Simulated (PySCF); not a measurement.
C4H8BCl3Ge, SMILES [Ge](/[CH]=C/B(C)C)([Cl])([Cl])[Cl], GFN2-xTB optimised geometry. Atoms within 1.6 Å of the plane z = 0.0 Å (x, y, z in Å): Ge1 (-0.75, -1.02, 0.00), Cl2 (-1.39, 1.02, 0.00), Cl3 (1.39, -1.02, 0.00), C5 (-1.47, -2.03, -1.56).

Calculation: CAM-B3LYP/def2-SVP (PySCF). Cells within 0.4 Å of a nucleus heavier than hydrogen are left out (blank, or x).

Map of the electron localisation function on the plane z = 0.0 Å:

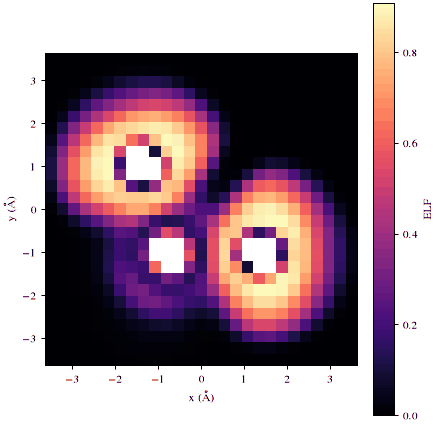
*Electron localisation function on the plane z = 0.0 Å.*
